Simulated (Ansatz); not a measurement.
Base system: Al2O3 in the corundum structure (space group R-3c, No. 167; a = 4.809 Å, c = 13.124 Å (hexagonal axes)).

Modification: hydrostatic tension (pressure −2 GPa).

Level of theory: Ansatz (an electronic-structure program) PBE, without spin-orbit coupling.

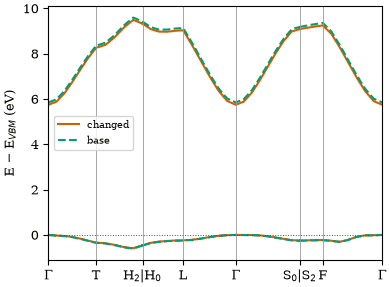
*Highest valence and lowest conduction band along the path, each from its own valence-band maximum*

Question: Read the changed gap and its character from the plot.

Answer: About 5.7 eV, direct at Γ.

Load acts through the strain it causes; cell and atoms are relaxed under it. Stability against distortions was not tested.
